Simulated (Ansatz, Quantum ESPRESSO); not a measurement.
## Mode couplings of NbRu (Pm-3m) in a second program

Wanted: phonons, linewidths and couplings of NbRu (Pm-3m) from a second program. The first relaxation steps of the session are not shown, so no cell shown is the starting entry, unless a step says so.

Calculated with Ansatz 0.2.0 and Quantum ESPRESSO 7.5; DFT PBEsol, scalar-relativistic, plane waves, PAW, in the first sound run; inputs show where later runs differ.

### 1. The cell after earlier relaxation steps

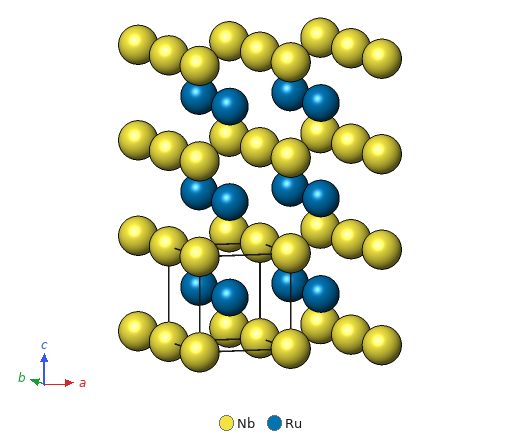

Start, viewed slightly off an axis; niobium yellow, ruthenium blue. 2×2×3 cells are drawn. Some periodic images of atoms are drawn too.

### 2. Relaxing cell and atoms

The structure is brought to rest under this functional. Earlier relaxation steps are not shown.

Contents of input.yaml:

```yaml
crystal:
  lattice:
    - [3.1422975661, 0.0, 0.0]
    - [0.0, 3.1422975661, 0.0]
    - [0.0, 0.0, 3.1422975661]
  atoms:
    - { symbol: Nb, position: [0.0, 0.0, 0.0] }
    - { symbol: Ru, position: [0.5, 0.5, 0.5] }
kpoints:
  mp_grid: { grid: [10, 10, 10] }
hamiltonian:
  xc: pbesol
scf:
  occupations: { method: gaussian, width: 0.1 }
output:
  forces: true
  stress: true
  eigenvalues: true
relax:
  adjacent_minimum: "off"
  f_tol: 0.005
  max_steps: 80
  cell: { stress_tol: 0.05 }
```

The run is started by

```
ansatz run input.yaml --threads 4 --pin off --max-ram 8192MiB --backend cpu --events-out ev --progress --plain --runs-dir out
```

Numbers of over 12 decimals in the logs are rounded to 6 here.

Log:

```text
[the first part of the log is left out]
  E_xc         = -364.769115
  E_vxc        = -452.226343  (∫ρ·V_xc dr)
  E_paw        = -6417.360666  (= ΣΔE_a)
  E_vpaw       = -331.742243  (= ΣTr[D̂ρ^β])
  E_aug_tail   = -0.000187  (compensation charges beyond the density's cutoff)
  E_ewald      = -3530.026440
  E_core_change = 0.442005  (= ΣΔE_core)
  E_smearing   = -0.018203  (= −TS)
  E_closure    = -0.000000  (closes the sum)
  Σ components = -10312.253931   (vs F -10312.253931, Δ=0.00e0)
--- Forces (eV/Å), atoms counted from 1 ---
  atom   1  Nb     0.00000000    -0.00000000    -0.00000000
  atom   2  Ru    -0.00000000     0.00000000    -0.00000000
  max |Σ_I F_I| component: 2.93e-29 eV/Å
--- Stress (GPa, compression-positive) ---
       -0.002580       0.000000      -0.000000
        0.000000      -0.002580      -0.000000
       -0.000000      -0.000000      -0.002580
  P = ⅓ Tr σ = -0.0026 GPa (-0.026 kbar)
--- Band table (eV; the first three rows and the last of 56) ---
  k-point 0: bands = ["-51.6788", "-34.0284", "-21.6768", "-21.6768", "-21.6768", "-9.9267", "-9.9267", "-9.9267", "13.6524", "15.4134", "15.4134", "19.0118", "19.0118", "19.0118", "22.2588", "22.2588", "24.9846", "24.9846", "24.9846"]
  k-point 1: bands = ["-51.6780", "-34.0257", "-21.6862", "-21.6751", "-21.6751", "-9.9717", "-9.9263", "-9.9263", "13.8737", "15.5235", "15.5958", "18.9963", "18.9963", "19.0863", "22.0048", "22.3518", "24.3967", "24.3967", "24.8316"]
  k-point 2: bands = ["-51.6758", "-34.0187", "-21.7110", "-21.6707", "-21.6707", "-10.0880", "-9.9251", "-9.9251", "14.4992", "15.8480", "16.0876", "18.9728", "18.9728", "19.2984", "21.3234", "22.5907", "23.2668", "23.2668", "24.4203"]
  k-point 55: bands = ["-51.6539", "-33.9225", "-21.7678", "-21.7678", "-21.7678", "-10.2939", "-10.2939", "-10.2939", "17.8519", "17.8519", "17.8519", "18.3960", "18.3960", "18.3960", "21.2228", "21.2228", "24.9365", "24.9365", "28.6306"]
--- Relaxed structure (3 steps of the walk, 2 accepted, 1 SCFs on fresh bases) ---
  F+E_penalty+E_count = -10312.25393077 eV   max|allowed force component| = 1.479e-29 eV/Å   (the final SCF, on the basis selected at the relaxed cell)
  cell:  # Å, volume = 30.9552 Å³
    - [3.139868, 0, 0.0]
    - [0, 3.139868, 0]
    - [0, 0, 3.139868]
  atoms:
    - { symbol: Nb, position: [0, 0, 0] }
    - { symbol: Ru, position: [0.5, 0.5, 0.5] }
```

Wall time 2.1 s (4 threads of Arm Neoverse V2, shared host); peak memory 0.34 GiB; 7.1 s of CPU time.

Little changed from the start: no atom moved by 0.005 Å and no cell edge by 0.1 %.

Numbers from this step:

```yaml
pressure: -0.002580 GPa
volume_per_atom: 15.48 Å³
metallic_on_mesh: yes
gap_on_the_k_mesh: 0 eV
```

The largest force is now zero by symmetry and the largest stress component 0.0026 GPa.

### 3. Second program, ground state

ph.x needs a tightly converged ground state on the same k mesh; the cell is that of the step before.

This step: DFT PBEsol, scalar-relativistic, plane waves, GBRV ultrasoft pseudopotentials (Quantum ESPRESSO 7.5).

Contents of pw.in:

```
&control
   calculation = 'scf'
   prefix = 'x'
   outdir = './tmp'
   pseudo_dir = './pseudo'
   tprnfor = .true.
   tstress = .true.
/
&system
   ibrav = 1
   celldm(1) = 5.93349003
   nat = 2
   ntyp = 2
   ecutwfc = 45.0
   ecutrho = 360.0
   occupations = 'smearing'
   smearing = 'mp'
   degauss = 0.01469973
   nbnd = 24
/
&electrons
   conv_thr = 1.0d-11
   mixing_beta = 0.5
/
ATOMIC_SPECIES
 Nb     92.9064  Nb.upf
 Ru    101.0700  Ru.upf
ATOMIC_POSITIONS crystal
 Nb     0.000000000   0.000000000   0.000000000
 Ru     0.500000000   0.500000000   0.500000000
K_POINTS automatic
 6 6 6 0 0 0
```

The run is started by

```
OMP_NUM_THREADS=1 mpirun -n 4 pw.x -nk 4 -in pw.in > pw.x.log
```

Log:

```text
Program PWSCF v.7.5

     This program is part of the open-source Quantum ESPRESSO suite
     for quantum simulation of materials; please cite
         "P. Giannozzi et al., J. Phys.:Condens. Matter 21 395502 (2009);
         "P. Giannozzi et al., J. Phys.:Condens. Matter 29 465901 (2017);
         "P. Giannozzi et al., J. Chem. Phys. 152 154105 (2020);
     in publications or presentations arising from this work. More details at

     G-vector sticks info
     --------------------
     sticks:   dense  smooth     PW     G-vecs:    dense   smooth      PW
     Sum        1005     505    161                24111     8409    1551

     Using Slab Decomposition

     bravais-lattice index     =            1
     lattice parameter (alat)  =       5.9335  a.u.
     unit-cell volume          =     208.8963 (a.u.)^3
     number of atoms/cell      =            2
     number of atomic types    =            2
     number of electrons       =        29.00
     number of Kohn-Sham states=           24
     kinetic-energy cutoff     =      45.0000  Ry
     charge density cutoff     =     360.0000  Ry
     scf convergence threshold =      1.0E-11
     mixing beta               =       0.5000
     number of iterations used =            8  plain     mixing
     Exchange-correlation= SLA  PW   PSX  PSC
                           (   1   4  10   8   0   0   0)

     celldm(1)=   5.933490  celldm(2)=   0.000000  celldm(3)=   0.000000
     celldm(4)=   0.000000  celldm(5)=   0.000000  celldm(6)=   0.000000

     crystal axes: (cart. coord. in units of alat)
               a(1) = (   1.000000   0.000000   0.000000 )
               a(2) = (   0.000000   1.000000   0.000000 )
               a(3) = (   0.000000   0.000000   1.000000 )

     reciprocal axes: (cart. coord. in units 2 pi/alat)
               b(1) = (  1.000000  0.000000  0.000000 )
               b(2) = (  0.000000  1.000000  0.000000 )
               b(3) = (  0.000000  0.000000  1.000000 )

     PseudoPot. # 1 for Nb read from file:
     ./pseudo/Nb.upf
     Pseudo is Ultrasoft + core correction, Zval = 13.0
     Using radial grid of  887 points,  6 beta functions with:
                l(1) =   0
                l(2) =   0
                l(3) =   1
                l(4) =   1
                l(5) =   2
                l(6) =   2
     Q(r) pseudized with  6 coefficients,  rinner =    1.000   1.000   1.000
                                                       1.000   1.000

     PseudoPot. # 2 for Ru read from file:
     ./pseudo/Ru.upf
     Pseudo is Ultrasoft + core correction, Zval = 16.0
     Using radial grid of  967 points,  6 beta functions with:
                l(1) =   0
                l(2) =   0
                l(3) =   1
                l(4) =   1
                l(5) =   2
                l(6) =   2
     Q(r) pseudized with  8 coefficients,  rinner =    1.300   1.300   1.300
                                                       1.300   1.300

     atomic species   valence    mass     pseudopotential
     Nb               13.00    92.90640     Nb( 1.00)
     Ru               16.00   101.07000     Ru( 1.00)

     48 Sym. Ops., with inversion, found

   Cartesian axes

     site n.     atom                  positions (alat units)
         1        Nb     tau(   1) = (   0.0000000   0.0000000   0.0000000  )
         2        Ru     tau(   2) = (   0.5000000   0.5000000   0.5000000  )

     number of k points=    20  Methfessel-Paxton smearing, width (Ry)=  0.0147
                       cart. coord. in units 2pi/alat
        k(    1) = (   0.0000000   0.0000000   0.0000000), wk =   0.0092593
        k(    2) = (   0.0000000   0.0000000   0.1666667), wk =   0.0555556
        k(    3) = (   0.0000000   0.0000000   0.3333333), wk =   0.0555556
        k(    4) = (   0.0000000   0.0000000  -0.5000000), wk =   0.0277778
        k(    5) = (   0.0000000   0.1666667   0.1666667), wk =   0.1111111
        k(    6) = (   0.0000000   0.1666667   0.3333333), wk =   0.2222222
        k(    7) = (   0.0000000   0.1666667  -0.5000000), wk =   0.1111111
        k(    8) = (   0.0000000   0.3333333   0.3333333), wk =   0.1111111
        k(    9) = (   0.0000000   0.3333333  -0.5000000), wk =   0.1111111
        k(   10) = (   0.0000000  -0.5000000  -0.5000000), wk =   0.0277778
        k(   11) = (   0.1666667   0.1666667   0.1666667), wk =   0.0740741
        k(   12) = (   0.1666667   0.1666667   0.3333333), wk =   0.2222222
        k(   13) = (   0.1666667   0.1666667  -0.5000000), wk =   0.1111111
        k(   14) = (   0.1666667   0.3333333   0.3333333), wk =   0.2222222
        k(   15) = (   0.1666667   0.3333333  -0.5000000), wk =   0.2222222
        k(   16) = (   0.1666667  -0.5000000  -0.5000000), wk =   0.0555556
        k(   17) = (   0.3333333   0.3333333   0.3333333), wk =   0.0740741
        k(   18) = (   0.3333333   0.3333333  -0.5000000), wk =   0.1111111
        k(   19) = (   0.3333333  -0.5000000  -0.5000000), wk =   0.0555556
        k(   20) = (  -0.5000000  -0.5000000  -0.5000000), wk =   0.0092593

     Dense  grid:    24111 G-vectors     FFT dimensions: (  36,  36,  36)

     Smooth grid:     8409 G-vectors     FFT dimensions: (  25,  25,  25)

     Check: negative core charge=   -0.000001

     Initial potential from superposition of free atoms

     starting charge      27.9975, renormalised to      29.0000

     negative rho (up, down):  7.259E-02 0.000E+00
     Starting wfcs are   26 randomized atomic wfcs

     per-process dynamical memory:    36.6 Mb

     Self-consistent Calculation

     iteration #  1     ecut=    45.00 Ry     beta= 0.50
     Davidson diagonalization with overlap
     ethr =  1.00E-02,  avg # of iterations =  5.0

     negative rho (up, down):  7.195E-02 0.000E+00

     total energy              =    -312.04891004 Ry
     estimated scf accuracy    <       0.82101315 Ry

     iteration #  2     ecut=    45.00 Ry     beta= 0.50
     Davidson diagonalization with overlap
     ethr =  2.83E-03,  avg # of iterations =  2.0

     negative rho (up, down):  7.186E-02 0.000E+00

     total energy              =    -312.09918532 Ry
     estimated scf accuracy    <       0.20068154 Ry

     iteration #  3     ecut=    45.00 Ry     beta= 0.50
     Davidson diagonalization with overlap
     ethr =  6.92E-04,  avg # of iterations =  2.2

     negative rho (up, down):  7.248E-02 0.000E+00

     total energy              =    -312.08246172 Ry
     estimated scf accuracy    <       1.25730982 Ry

     iteration #  4     ecut=    45.00 Ry     beta= 0.50
     Davidson diagonalization with overlap
     ethr =  6.92E-04,  avg # of iterations =  2.0

     negative rho (up, down):  7.299E-02 0.000E+00

     total energy              =    -312.19415589 Ry
     estimated scf accuracy    <       0.00125571 Ry

     iteration #  5     ecut=    45.00 Ry     beta= 0.50
     Davidson diagonalization with overlap
     ethr =  4.33E-06,  avg # of iterations =  4.2

     negative rho (up, down):  7.290E-02 0.000E+00

     total energy              =    -312.19438487 Ry
     estimated scf accuracy    <       0.00010029 Ry

     iteration #  6     ecut=    45.00 Ry     beta= 0.50
     Davidson diagonalization with overlap
     ethr =  3.46E-07,  avg # of iterations =  2.0

     negative rho (up, down):  7.278E-02 0.000E+00

     total energy              =    -312.19441027 Ry
     estimated scf accuracy    <       0.00000116 Ry

     iteration #  7     ecut=    45.00 Ry     beta= 0.50
     Davidson diagonalization with overlap
     ethr =  3.99E-09,  avg # of iterations =  3.5

     negative rho (up, down):  7.274E-02 0.000E+00

     total energy              =    -312.19441069 Ry
     estimated scf accuracy    <       0.00000056 Ry

     iteration #  8     ecut=    45.00 Ry     beta= 0.50
     Davidson diagonalization with overlap
     ethr =  1.94E-09,  avg # of iterations =  1.8

     negative rho (up, down):  7.274E-02 0.000E+00

     total energy              =    -312.19441078 Ry
     estimated scf accuracy    <       0.00000021 Ry

     iteration #  9     ecut=    45.00 Ry     beta= 0.50
     Davidson diagonalization with overlap
     ethr =  7.31E-10,  avg # of iterations =  1.0

     negative rho (up, down):  7.273E-02 0.000E+00

     total energy              =    -312.19441080 Ry
     estimated scf accuracy    <          6.4E-09 Ry

     iteration # 10     ecut=    45.00 Ry     beta= 0.50
     Davidson diagonalization with overlap
     ethr =  2.20E-11,  avg # of iterations =  1.7

     negative rho (up, down):  7.273E-02 0.000E+00

     total energy              =    -312.19441080 Ry
     estimated scf accuracy    <          4.5E-10 Ry

     iteration # 11     ecut=    45.00 Ry     beta= 0.50
     Davidson diagonalization with overlap
     ethr =  1.54E-12,  avg # of iterations =  2.5

     negative rho (up, down):  7.273E-02 0.000E+00

     End of self-consistent calculation

          k = 0.0000 0.0000 0.0000 (  1045 PWs)   bands (ev):

   -51.5073 -33.8618 -21.4989 -21.4989 -21.4989  -9.7537  -9.7537  -9.7537
    13.8634  15.6230  15.6230  19.2177  19.2177  19.2177  22.4617  22.4617
    25.1842  25.1842  25.1842  30.1480  30.1480  30.1480  36.3476  36.3476

          k = 0.0000 0.0000 0.1667 (  1065 PWs)   bands (ev):

   -51.5051 -33.8548 -21.5236 -21.4945 -21.4945  -9.8705  -9.7526  -9.7526
    14.4617  15.9259  16.1062  19.1842  19.1842  19.4196  21.7914  22.7034
    23.8558  23.8558  24.7790  28.6377  32.1277  32.1277  36.6065  37.3383

          k = 0.0000 0.0000 0.3333 (  1081 PWs)   bands (ev):

   -51.5008 -33.8408 -21.5725 -21.4856 -21.4856 -10.0976  -9.7504  -9.7504
    15.9555  16.7804  17.1129  19.2130  19.2130  19.9217  20.2779  22.0966
    22.0966  23.0146  23.8952  26.4466  35.7740  35.7740  37.0587  37.5103

          k = 0.0000 0.0000-0.5000 (  1044 PWs)   bands (ev):

   -51.4986 -33.8338 -21.5967 -21.4812 -21.4812 -10.2082  -9.7491  -9.7491
    17.1958  17.4160  17.6431  19.1163  19.3177  19.3177  20.2626  21.3234
    21.3234  22.6849  23.3746  25.9520  35.9121  37.1342  37.2677  38.8804

          k = 0.0000 0.1667 0.1667 (  1065 PWs)   bands (ev):

   -51.5030 -33.8470 -21.5283 -21.5147 -21.4904  -9.8813  -9.8434  -9.7489
    14.9661  16.2356  16.5279  18.7275  19.0719  19.8652  21.9235  22.5229
    22.7678  22.7773  25.2375  29.5387  31.1279  33.1570  36.7531  37.2615

          k = 0.0000 0.1667 0.3333 (  1063 PWs)   bands (ev):

   -51.4987 -33.8314 -21.5758 -21.5166 -21.4823 -10.0777  -9.8449  -9.7414
[...]
k = 0.0000 0.1667-0.5000 (  1080 PWs)   bands (ev):

[...]
k = 0.0000 0.3333 0.3333 (  1057 PWs)   bands (ev):

[...]
k = 0.0000 0.3333-0.5000 (  1078 PWs)   bands (ev):

[...]
k = 0.0000-0.5000-0.5000 (  1056 PWs)   bands (ev):

[...]
k = 0.1667 0.1667 0.1667 (  1081 PWs)   bands (ev):

[...]
k = 0.1667 0.1667 0.3333 (  1060 PWs)   bands (ev):

[...]
k = 0.1667 0.1667-0.5000 (  1064 PWs)   bands (ev):

[...]
k = 0.1667 0.3333 0.3333 (  1060 PWs)   bands (ev):

[...]
k = 0.1667 0.3333-0.5000 (  1058 PWs)   bands (ev):

[...]
k = 0.1667-0.5000-0.5000 (  1048 PWs)   bands (ev):

[...]
k = 0.3333 0.3333 0.3333 (  1057 PWs)   bands (ev):

[...]
k = 0.3333 0.3333-0.5000 (  1052 PWs)   bands (ev):

[...]
17.1553  17.2028  17.9772  18.1027  18.8839  19.5311  21.6453  21.8568
    23.7519  24.7124  28.8817  29.0142  30.8490  32.9776  33.6541  33.8605

          k = 0.3333-0.5000-0.5000 (  1056 PWs)   bands (ev):

   -51.4846 -33.7656 -21.5964 -21.5964 -21.5597 -10.1139 -10.1139 -10.0176
    17.4869  17.5865  17.6533  17.6533  19.6064  19.6064  21.4007  21.6819
    24.3109  25.0967  29.8401  29.8858  29.8858  31.5439  34.3567  34.3567

          k =-0.5000-0.5000-0.5000 (  1064 PWs)   bands (ev):

   -51.4826 -33.7565 -21.5896 -21.5896 -21.5896 -10.1193 -10.1193 -10.1193
    18.0577  18.0577  18.0577  18.6024  18.6024  18.6024  21.4217  21.4217
    25.1356  25.1356  28.8436  31.6981  31.6981  31.6981  32.4841  33.5872

     the Fermi energy is    21.5717 ev

!    total energy              =    -312.19441080 Ry
     estimated scf accuracy    <          2.0E-12 Ry
     smearing contrib. (-TS)   =      -0.00023033 Ry
     internal energy E=F+TS    =    -312.19418047 Ry

     The total energy is F=E-TS. E is the sum of the following terms:
     one-electron contribution =     -54.33957445 Ry
     hartree contribution      =      45.71058307 Ry
     xc contribution           =     -44.11303117 Ry
     ewald contribution        =    -259.45215793 Ry

     convergence has been achieved in  11 iterations

     negative rho (up, down):  7.273E-02 0.000E+00

     Forces acting on atoms (cartesian axes, Ry/au):

     atom    1 type  1   force =     0.00000000    0.00000000    0.00000000
     atom    2 type  2   force =     0.00000000    0.00000000    0.00000000

     Total force =     0.000000     Total SCF correction =     0.000000

     Computing stress (Cartesian axis) and pressure

     negative rho (up, down):  7.273E-02 0.000E+00
          total   stress  (Ry/bohr**3)                   (kbar)     P=       -0.29
  -0.00000199   0.00000000   0.00000000           -0.29        0.00        0.00
   0.00000000  -0.00000199   0.00000000            0.00       -0.29        0.00
   0.00000000   0.00000000  -0.00000199            0.00        0.00       -0.29

     Writing all to output data dir ./tmp/x.save/ :
     XML data file, charge density, pseudopotentials, collected wavefunctions

   JOB DONE.
```

It took 3.3 s on 4 MPI ranks; 13 s of CPU time.

Numbers from this step:

```
pressure : -0.02900 GPa
```

With these potentials, mesh and smearing the cell is at -0.029 GPa.

(Continued in part 2 of 4.)

[Logs are printed without paths, hosts, clocks, repeated set-up lines and the standing remarks that a program may print on its own settings, such as how far it seeks lower states.]

[Hosts, paths, dates, database ids (printed as entryN), source tags and the programs' standing remarks are cut or masked in the printed files.]
